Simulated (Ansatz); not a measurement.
# AlClH5NSi: rigid torsion scan from a Python script

The task is a rigid torsion scan, for AlClH5NSi. SMILES: [SiH3][NH][AlH][Cl].

All numbers are computed with the Python package of Ansatz 0.2.0. The levels of theory stand in the script.

## Step 1: Starting point

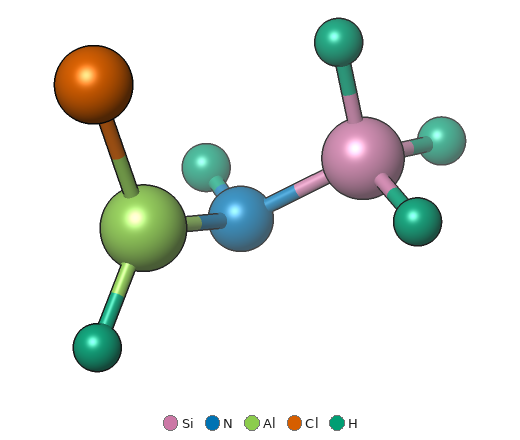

The starting structure, viewed from a chosen angle; silicon pink, nitrogen blue, aluminium green, chlorine orange, hydrogen teal.

No structure file is read: the coordinates are typed or built in the script.

## Step 2: The script

Input file alclh5nsi_torsion.py:

```python
"""Energy of AlClH5NSi as one group turns about a bond."""

import ansatz as az
from ase import Atoms

atoms = Atoms(["Si", "N", "Al", "Cl", "H", "H", "H", "H", "H"], positions=[
    (0.1189, 0.5888, -1.171),
    (-0.1195, -0.9725, -0.4096),
    (0.2236, -0.7542, 1.4412),
    (-0.8567, 0.6734, 2.663),
    (-0.2319, 0.5109, -2.6342),
    (-0.8598, 1.6126, -0.5739),
    (1.4806, 1.1099, -1.0184),
    (-1.0845, -1.216, -0.4963),
    (1.4179, -1.5991, 2.1821),
])

# start the scan from a relaxed geometry
first = (
    az.Crystal.molecule_from_ase(atoms).calculation()
    .basis(gaussian="def2-SVP")
    .functional("pbe0")
    .relax(force_tolerance=0.02, max_steps=80)
)
atoms.positions = first.run(threads=1).report["positions_ang"]

start = atoms.get_dihedral(0, 1, 2, 3)
energies = {}
for turn in range(0, 360, 40):
    turned = atoms.copy()
    turned.set_dihedral(0, 1, 2, 3, start + turn, indices=[2, 3, 8])
    calculation = (
        az.Crystal.molecule_from_ase(turned).calculation()
        .basis(gaussian="def2-SVP")
        .correlation("mp2")
    )
    energies[round((start + turn) % 360)] = calculation.run(threads=1).report["free_energy_ev"]
floor = min(energies.values())
print("dihedral Si0-N1-Al2-Cl3 (deg)   E - E(min) (kJ/mol)")
for angle, e in sorted(energies.items()):
    print(f"{angle:8d} {96.485332 * (e - floor):14.3f}  " + "#" * int(30 * (e - floor) / max(max(energies.values()) - floor, 1e-9)))
```

## Step 3: Running it

Run with:

```sh
$ python alclh5nsi_torsion.py
```

The log of the run:

```text
dihedral Si0-N1-Al2-Cl3 (deg)   E - E(min) (kJ/mol)
       0          0.000
      40         11.339  ###########
      80         28.477  ##############################
     120         20.939  ######################
     160          1.634  #
     200          1.767  #
     240         21.143  ######################
     280         28.426  #############################
     320         11.190  ###########
```

It took 2.4 min on 1 thread of Arm Neoverse V1, shared host; peak memory 0.27 GiB.

## Step 4: The relaxation of run 0, step by step

Relaxation path:

```csv
step,E - E(step 1) (eV),largest force component (eV/Å)
1,0.0000,2.0825
2,-0.2883,0.8727
3,-0.3656,0.5965
4,-0.4168,0.6183
5,-0.4622,0.4212
6,-0.4998,0.8152
7,-0.5358,0.7179
8,-0.6044,0.3180
9,-0.6636,0.2007
10,-0.7053,0.1321
11,-0.7320,0.1200
12,-0.7410,0.2297
13,-0.7455,0.0808
14,-0.7480,0.0989
15,-0.7496,0.1413
16,-0.7495,0.1587
17,-0.7522,0.0805
18,-0.7544,0.0952
19,-0.7554,0.0772
20,-0.7569,0.0546
21,-0.7575,0.0467
22,-0.7578,0.0310
23,-0.7576,0.0405
24,-0.7579,0.0180
```

Step 1 is the start. Steps 16, 23 were tried and not accepted.

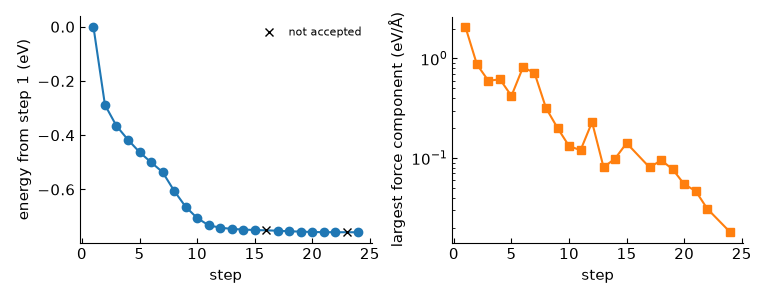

Energy and largest force along the relaxation.

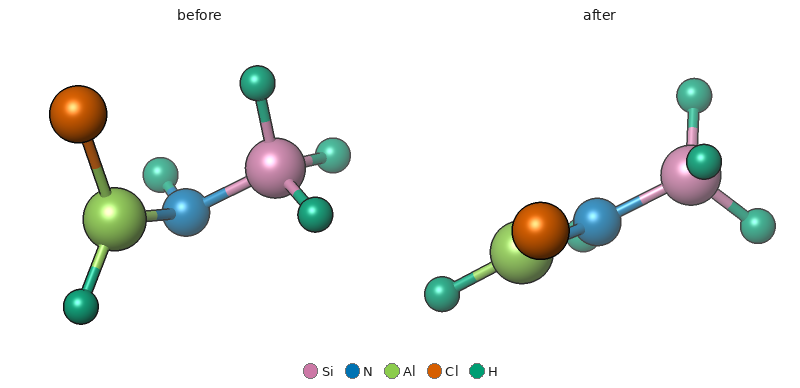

The structure before (left) and after (right) the relaxation, drawn at the same scale.

Before: Bond lengths: Si1–N2 1.753 Å, N2–Al3 1.895 Å, Al3–Cl4 2.167 Å, Si1–H5 1.507 Å, Si1–H6 1.537 Å, Si1–H7 1.466 Å, N2–H8 0.999 Å, Al3–H9 1.640 Å. Angles: Si1–N2–Al3 107.3°, Si1–N2–H8 108.1°, Al3–N2–H8 106.7°, N2–Si1–H5 110.1°, N2–Si1–H6 109.7°, N2–Si1–H7 113.4°, H5–Si1–H6 105.3°, H5–Si1–H7 109.6°, H6–Si1–H7 108.3°, N2–Al3–Cl4 122.4°, N2–Al3–H9 120.9°, Cl4–Al3–H9 116.6°.

After: Bond lengths: Si1–N2 1.748 Å, N2–Al3 1.780 Å, Al3–Cl4 2.103 Å, Si1–H5 1.497 Å, Si1–H6 1.497 Å, Si1–H7 1.490 Å, N2–H8 1.020 Å, Al3–H9 1.574 Å. Angles: Si1–N2–Al3 132.5°, Si1–N2–H8 113.6°, Al3–N2–H8 113.9°, N2–Si1–H5 111.6°, N2–Si1–H6 111.7°, N2–Si1–H7 107.8°, H5–Si1–H6 107.1°, H5–Si1–H7 109.3°, H6–Si1–H7 109.2°, N2–Al3–Cl4 119.1°, N2–Al3–H9 120.6°, Cl4–Al3–H9 120.3°.

Run 0 is this relaxation; the runs after it count from 1.

## Step 5: The runs side by side

From the records of these 9 runs:

| run | turn (°) | energy from run 1 (eV) | iterations in all | CPU time (s) |
| --- | --- | --- | --- | --- |
| 1 | 0 | 0.0000 | 11 | 1.4 |
| 2 | 40 | 0.1175 | 11 | 1.4 |
| 3 | 80 | 0.2951 | 11 | 1.4 |
| 4 | 120 | 0.2170 | 11 | 1.4 |
| 5 | 160 | 0.0169 | 11 | 1.4 |
| 6 | 200 | 0.0183 | 11 | 1.4 |
| 7 | 240 | 0.2191 | 11 | 1.4 |
| 8 | 280 | 0.2946 | 11 | 1.5 |
| 9 | 320 | 0.1160 | 11 | 1.6 |

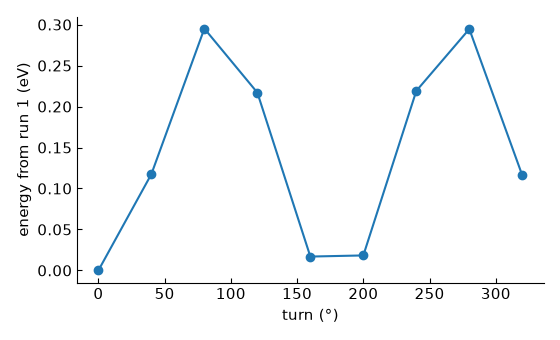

Energy against turn; lines join the points.

## Step 6: Outcome

| quantity | value |
| --- | --- |
| runs compared | 9 |
| range of energy | 0.295 eV |
| lowest point, turn (°) | 0 |

The lowest point lies at a turn of 0°, the highest 0.295 eV (28.5 kJ/mol) above it at 80°. The grid can miss the true lowest and highest points, and the rest of the molecule is held rigid. Run 0: The relaxation took 21 moves; the largest shift is 1.931 Å, of atom 4 (Cl). So large a move can change the bonding: the results belong to the relaxed structure. The scan is rigid and the energies are electronic, in a modest basis. With rigid groups the curve can differ much from the relaxed path, the start wasn't checked as a minimum of this torsion, and equivalent turns needn't return to the same energy. The start is relaxed with a density functional and scanned with the wavefunction method, so it isn't exactly that method's minimum.
